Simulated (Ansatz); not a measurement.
Consider C4H2K (SMILES [CH]1[C]2[C]3[CH][K]123) (doublet).

Input file:

```
crystal:
  periodic: [false, false, false]
  atoms:
    - {symbol: C, position_ang: [-0.676606, 0.725578, -0.468855]}
    - {symbol: C, position_ang: [1.257299, -0.971547, -0.332757]}
    - {symbol: C, position_ang: [-1.221772, 1.842274, -0.201085]}
    - {symbol: C, position_ang: [0.207721, -0.278162, -0.515900]}
    - {symbol: K, position_ang: [1.466920, 1.651567, 1.028268]}
    - {symbol: H, position_ang: [-2.154468, 2.364822, -0.408840]}
    - {symbol: H, position_ang: [1.647218, -1.949813, -0.610560]}
basis:
  gaussian: {orbitals: def2-TZVPD}
magnetization: {spin_polarized: true, initial_magnetization: 1}
hamiltonian: {xc: {name: PBE0}}
output: {forces: true, orbitals: {seedname: orbitals}}
```

Run with:

```sh
ansatz run input.yaml --threads 2 --pin off --max-ram 4350MiB --events-out events.jsonl --progress --plain --runs-dir runs
```

Geometry: B3LYP-D3(BJ)/def2-SVP.

These are results of isolated molecule in a Gaussian basis; Kohn-Sham density functional theory, functional PBE0 (Ansatz 0.2.0), not measurements.

Question: What can the converged electron density, electron localisation function and spin density tell about the bonding?

Answer: C–C (1.27 Å): ρ at the midpoint is about 2.5 e/Å³; the ELF peaks at about 0.90 between the atoms; a short, multiple covalent bond.
C–K (2.77 Å): ρ is about 0.13 e/Å³ halfway; the ELF peaks at about 0.65 in the valence shell of C, 0.7 Å from its nucleus, and is about 0.05 at the midpoint.
C–H (1.09 Å): the density is about 2 e/Å³ at the midpoint; the ELF climbs to about 1 towards the hydrogen, as it does in any bond to H: a covalent bond by its length.
C–C (1.34 Å): ρ at the midpoint is about 2.2 e/Å³; the ELF peaks at about 0.90 between the atoms; a short, multiple covalent bond.
The unpaired spin (1 electron) lies mostly on C2 (about 0.3), C3 (about 0.3), K5 (about 0.1), C1 (about 0.1) and C4 (about 0.1), in electrons by Hirshfeld's partition.

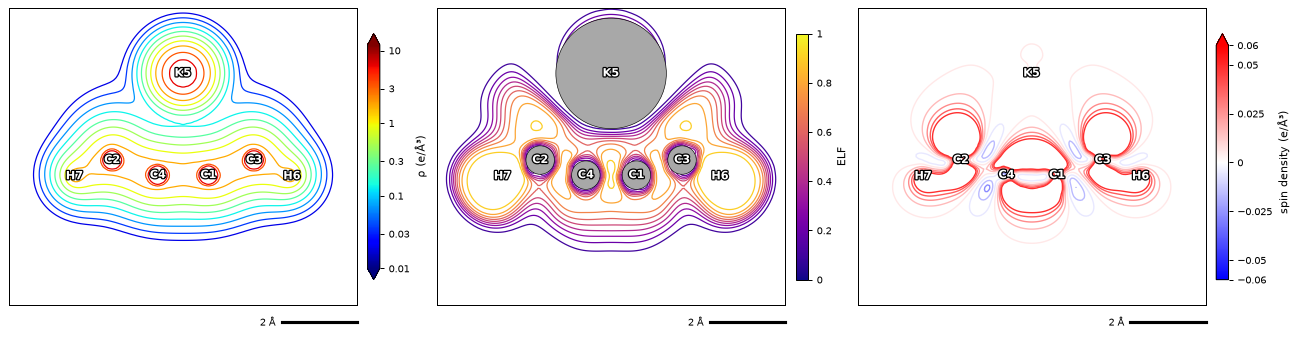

Computed electron density, electron localisation function and spin density on the molecular plane, in this order. Grey discs cover the atomic cores in the ELF map. 
